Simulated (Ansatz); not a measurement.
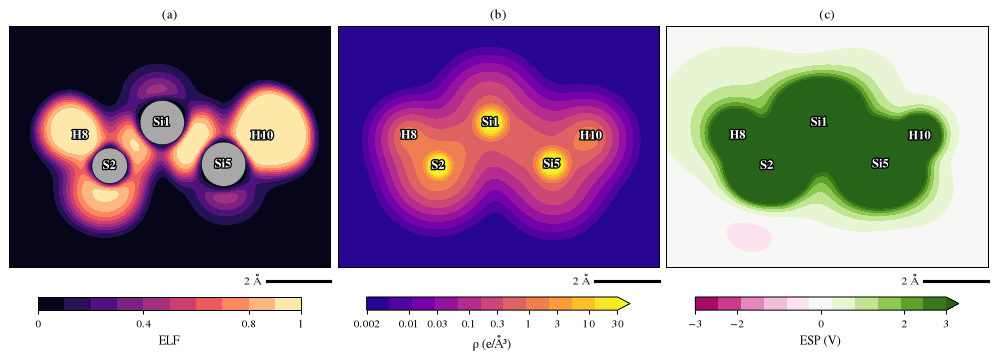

H6SSi2···H2. (a) ELF; (b) electron density; (c) molecular electrostatic potential on the plane of atoms S2, Si1 and Si5. Grey discs cover the atomic cores in the ELF map.

The reactant side of a reaction path; geometry: PBE0-D4/def2-TZVP.

Theory: RKS PBE0-D4/def2-TZVPP (Ansatz).

Input file:

```
crystal:
  periodic: [false, false, false]
  atoms:
    - {symbol: Si, position_ang: [-0.973729, -0.208590, -0.403074]}
    - {symbol: S, position_ang: [0.267768, -1.758202, -1.213261]}
    - {symbol: H, position_ang: [-2.165159, 0.015752, -1.266276]}
    - {symbol: H, position_ang: [-1.456763, -0.580069, 0.954227]}
    - {symbol: Si, position_ang: [0.351615, 1.715589, -0.312591]}
    - {symbol: H, position_ang: [1.327939, -1.563660, 1.777849]}
    - {symbol: H, position_ang: [1.419458, -1.299839, 2.471076]}
    - {symbol: H, position_ang: [-0.665287, -2.722485, -1.131908]}
    - {symbol: H, position_ang: [0.815559, 2.079018, -1.677260]}
    - {symbol: H, position_ang: [-0.453202, 2.837364, 0.241076]}
    - {symbol: H, position_ang: [1.532002, 1.485120, 0.560143]}
basis:
  gaussian: {orbitals: def2-TZVPP}
hamiltonian: {xc: pbe0, dispersion: d4}
output: {orbitals: {seedname: orbitals}}
```

Run with:

```sh
ansatz run in.yaml --threads 4 --pin off --events-out ev --progress --plain --max-ram 9574MiB
```

Q: Describe what can be read from this map.

A:
- The section cuts through Si, S and H sites.
- Si–S (2.14 Å): ρ at the midpoint is about 0.82 e/Å³; the ELF peaks at about 0.90 between the atoms (a shared electron pair).
- Si–Si (2.34 Å): ρ at the midpoint is about 0.64 e/Å³; the ELF peaks at about 1 between the atoms: a shared electron pair.
- S–H (1.34 Å): the density is about 1.5 e/Å³ at the midpoint; the ELF climbs to about 1 towards the hydrogen, as it does in any bond to H.
- Si–H (1.49 Å): ρ is about 0.79 e/Å³ halfway; the ELF climbs to about 1 towards the hydrogen.
- The ELF also peaks beside S2, away from the bonds: lone-pair regions.
- Outside the dense part of the complex the potential is most negative (−0.3 V) near S2.
